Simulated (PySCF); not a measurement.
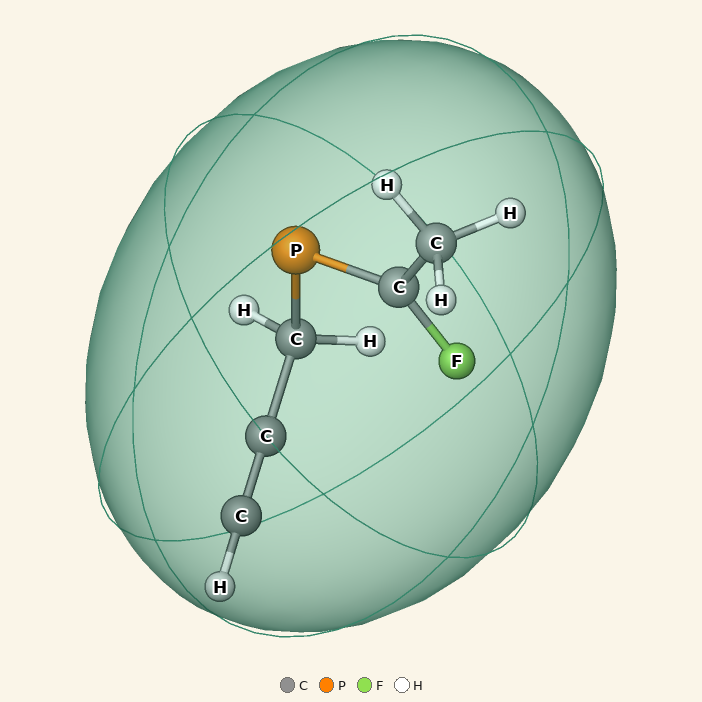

The ellipsoid shows the static dipole polarisability: its half-axes are proportional to the principal values. The geometry was computed by an optimisation with GFN2-xTB. No frequency run is at hand to confirm it as a minimum. Computed with PBE0/def2-SVPD (PySCF 2.14.0).

Question. Give the principal values, the mean and the anisotropy.

Answer. Principal values 66.7, 86.0, 106.2 bohr³; mean 86.3 bohr³ (12.79 Å³); anisotropy 34.3 bohr³, so the longest axis is 1.59 times the shortest.

The geometry is semi-empirical. Around P such bond lengths and angles can be off by a tenth of an ångström or more and by several degrees, and values that hang on the shape move with them.
